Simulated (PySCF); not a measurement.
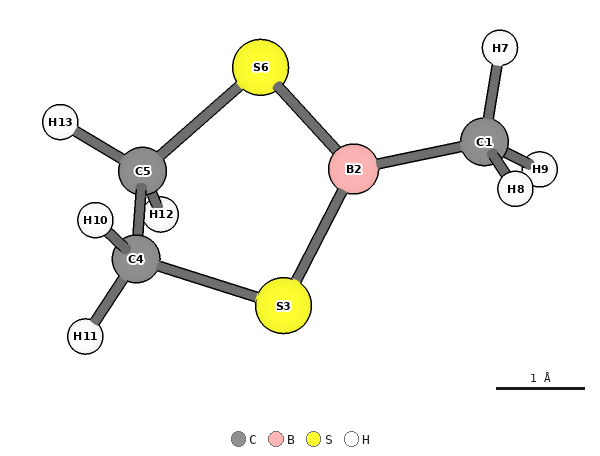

**Figure 1.** The input geometry of the first run (ball-and-stick view, seen at a tilt; atoms are numbered from 1 in the order of the input).

**Two runs on C3H7BS2**

System: C3H7BS2.
Method of the first run: GIAO PBE0/STO-3G NMR shielding, non-relativistic, gas phase (PySCF 2.14.0).

The geometry comes from this level: PBE0-D3(BJ)/def2-SVP. Text and figures count atoms from 1; the logs count them from 0 in places.

### Input, the first run
```
{"job": {"kind": "nmr", "xc": "PBE0", "basis": "STO-3G", "pop": true}, "charge": 0, "multiplicity": 1}
C      2.412196     0.543031     0.073525
B      0.890604     0.168189     0.025479
S      0.134430    -0.731947    -1.340953
C     -1.487413    -0.970691    -0.530324
C     -1.780679     0.200499     0.383253
S     -0.272199     0.642488     1.317677
H      2.785211     0.629776     1.105128
H      3.043938    -0.172083    -0.473174
H      2.551446     1.531511    -0.397909
H     -1.441800    -1.912393     0.038738
H     -2.256727    -1.075116    -1.309920
H     -2.092700     1.085545    -0.192873
H     -2.576994    -0.042781     1.102397
```

The first line tells a small driver script what to run in PySCF; the rest is the geometry in Å.

Command:
```bash
OMP_NUM_THREADS=1 python <driver script> task.json out
```

Hardware: 1 CPU thread, shared host.

### Output (the first run)
```
coarse grid: 11936 points
cycle   1  E = -928.9164087202  dE =  2.133e-01  |g| = 2.832e-01  |ddm| = 4.634e+00
cycle   2  E = -928.9222879922  dE = -5.879e-03  |g| = 2.878e-01  |ddm| = 9.462e-01
cycle   3  E = -928.9507665881  dE = -2.848e-02  |g| = 4.135e-02  |ddm| = 4.736e-01
cycle   4  E = -928.9513480723  dE = -5.815e-04  |g| = 1.375e-02  |ddm| = 8.259e-02
cycle   5  E = -928.9514120998  dE = -6.403e-05  |g| = 2.700e-03  |ddm| = 2.341e-02
cycle   6  E = -928.9514143616  dE = -2.262e-06  |g| = 8.305e-04  |ddm| = 4.908e-03
final grid: 105928 points
cycle   7  E = -928.9314846047  dE =  8.304e-07  |g| = 6.883e-03  |ddm| = 1.987e-02
cycle   8  E = -928.9314756222  dE =  8.982e-06  |g| = 8.488e-03  |ddm| = 2.342e-02
cycle   9  E = -928.9315016947  dE = -2.607e-05  |g| = 4.333e-04  |ddm| = 1.315e-02
cycle  10  E = -928.9315017577  dE = -6.295e-08  |g| = 4.334e-05  |ddm| = 6.763e-04
cycle  11  E = -928.9315017582  dE = -5.766e-10  |g| = 1.831e-05  |ddm| = 8.617e-05
converged SCF energy = -928.9315017582

GIAO shielding tensors (ppm)
atom      isotropic    diamagn.    paramagn.     s11        s22        s33       span
  0 C      225.537     244.295     -18.758    217.625    225.182    233.804     16.179
  1 B       53.027     204.754    -151.727      9.452     27.118    122.510    113.058
  2 S      623.789    1046.009    -422.219    527.711    627.578    716.080    188.369
  3 C      194.672     247.296     -52.624    160.144    207.225    216.646     56.502
  4 C      194.775     247.395     -52.620    160.528    207.169    216.628     56.100
  5 S      625.057    1046.104    -421.047    528.619    628.793    717.759    189.140
  6 H       31.762      29.557       2.204     26.408     30.059     38.818     12.410
  7 H       31.740      29.492       2.248     26.399     30.016     38.804     12.405
  8 H       32.178      29.410       2.768     28.094     28.608     39.831     11.737
  9 H       30.902      31.381      -0.479     25.946     28.120     38.640     12.694
 10 H       30.820      29.795       1.026     24.734     27.964     39.763     15.029
 11 H       30.941      31.482      -0.541     25.995     28.109     38.718     12.723
 12 H       30.813      29.856       0.957     24.745     27.952     39.742     14.997
```

For the second run the input was changed thus:
```diff
-"basis": "STO-3G"
+"basis": "pcSseg-2"
```

What does this change do to the results?

The total energy of the second run is 6619.1 kcal/mol lower, which measures the change of basis and not a stability. The HOMO goes from −3.59 to −6.81 eV. The LUMO goes from 3.41 to −0.44 eV. The dipole moment goes from 1.35 to 1.50 D. Of all shieldings, the largest change is that of S6, by −207.5 ppm. The SCF takes 13 iterations against 11. The basis functions go from 45 to 328.

### Output (the second run)
```
coarse grid: 11936 points
cycle   1  E = -939.4339354638  dE =  6.077e-01  |g| = 3.471e-01  |ddm| = 2.565e+00
cycle   2  E = -939.4336205807  dE =  3.149e-04  |g| = 3.502e-01  |ddm| = 6.606e-01
cycle   3  E = -939.4662634198  dE = -3.264e-02  |g| = 6.078e-02  |ddm| = 3.529e-01
cycle   4  E = -939.4670301008  dE = -7.667e-04  |g| = 3.318e-02  |ddm| = 7.870e-02
cycle   5  E = -939.4673172802  dE = -2.872e-04  |g| = 4.427e-03  |ddm| = 3.107e-02
cycle   6  E = -939.4673211987  dE = -3.919e-06  |g| = 2.691e-03  |ddm| = 8.008e-03
final grid: 105928 points
cycle   7  E = -939.4796512841  dE = -6.870e-05  |g| = 1.343e-02  |ddm| = 3.894e-02
cycle   8  E = -939.4796125519  dE =  3.873e-05  |g| = 1.824e-02  |ddm| = 2.315e-02
cycle   9  E = -939.4796934022  dE = -8.085e-05  |g| = 1.400e-03  |ddm| = 1.494e-02
cycle  10  E = -939.4796938521  dE = -4.499e-07  |g| = 2.752e-04  |ddm| = 1.614e-03
cycle  11  E = -939.4796938688  dE = -1.670e-08  |g| = 1.063e-04  |ddm| = 2.809e-04
cycle  12  E = -939.4796938713  dE = -2.530e-09  |g| = 3.881e-05  |ddm| = 1.311e-04
cycle  13  E = -939.4796938718  dE = -4.497e-10  |g| = 4.748e-06  |ddm| = 4.345e-05
converged SCF energy = -939.4796938718

GIAO shielding tensors (ppm)
atom      isotropic    diamagn.    paramagn.     s11        s22        s33       span
  0 C      182.008     242.957     -60.948    163.096    186.591    196.338     33.242
  1 B       27.203     198.521    -171.318    -13.546      1.634     93.520    107.066
  2 S      416.694    1058.704    -642.010    312.836    383.002    554.246    241.410
  3 C      139.605     244.780    -105.175     97.192    159.472    162.150     64.958
  4 C      139.572     244.734    -105.162     97.561    159.284    161.869     64.308
  5 S      417.571    1058.820    -641.249    312.085    384.960    555.668    243.582
  6 H       30.136      28.819       1.318     25.337     29.212     35.861     10.524
  7 H       30.055      28.768       1.287     25.026     29.151     35.987     10.961
  8 H       30.551      28.310       2.241     26.872     27.488     37.294     10.423
  9 H       28.138      30.479      -2.340     22.351     26.864     35.200     12.849
 10 H       28.048      28.963      -0.915     22.409     26.296     35.440     13.032
 11 H       28.203      30.517      -2.314     22.401     26.879     35.327     12.926
 12 H       28.030      29.013      -0.982     22.412     26.290     35.389     12.977
```

### The two runs side by side

| quantity | the first run | the second run |
| --- | --- | --- |
| outcome | converged | converged |
| total energy (hartree) | −928.931502 | −939.479694 |
| HOMO (eV) | −3.59 | −6.81 |
| LUMO (eV) | 3.41 | −0.44 |
| dipole moment (D) | 1.35 | 1.50 |
| shielding of C1 (ppm) | 225.5 | 182.0 |
| shielding of B2 (ppm) | 53.0 | 27.2 |
| shielding of S3 (ppm) | 623.8 | 416.7 |
| shielding of C4 (ppm) | 194.7 | 139.6 |
| shielding of C5 (ppm) | 194.8 | 139.6 |
| shielding of S6 (ppm) | 625.1 | 417.6 |
| shielding of H13 (ppm) | 30.8 | 28.0 |
| SCF iterations | 11 | 13 |
| basis functions | 45 | 328 |
| wall time (shared host) | 3.8 s | 60 s |
